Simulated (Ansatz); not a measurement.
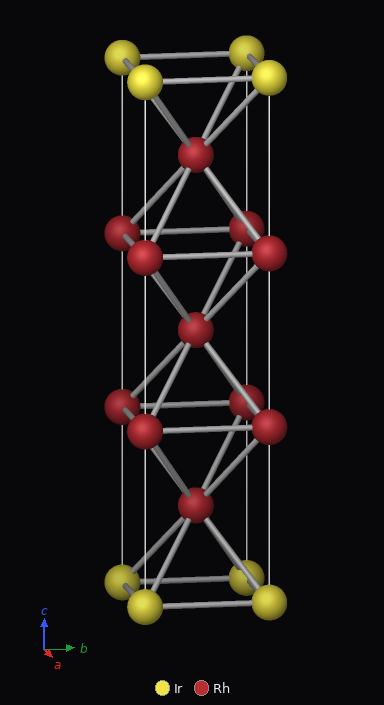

Ball-and-stick representation of a periodic structure, projected slightly off an axis. The parallelepiped is the simulation cell.

```xyz
6
Lattice="2.7136 0.0000 0.0000 0.0000 2.7136 0.0000 0.0000 0.0000 11.5064" Properties=species:S:1:pos:R:3 pbc="T T T"
Ir    0.0000    2.7136    0.0000
Rh    0.0000    2.7136    7.6570
Rh    1.3568    1.3568    9.5961
Rh    1.3568    1.3568    1.9102
Rh    0.0000    0.0000    3.8494
Rh    1.3568    1.3568    5.7532
```

Electronic-structure method: DFT PBE, scalar-relativistic, plane waves, PAW (Ansatz 0.2.0). Parameters: a basis cut at 420 eV, the zone sampled with 14×14×4 points, Gaussian smearing of 0.1 eV, no spin polarisation.

How are the electrons shared out in a Bader analysis?

Answer. Ir -0.08 e; Rh -0.01 to +0.05 e. Little charge moves, as in a metallic or covalent solid.

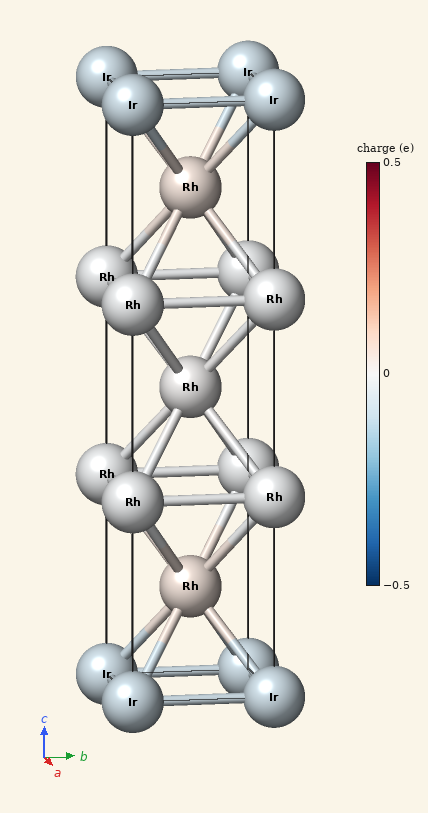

The atoms coloured by those charges.

The cell started as a structure type filled with these elements by a generator (whether the compound takes this form wasn't checked). Earlier steps of the study may have refined or changed the cell and positions. It was run through Ansatz as a DFT input.
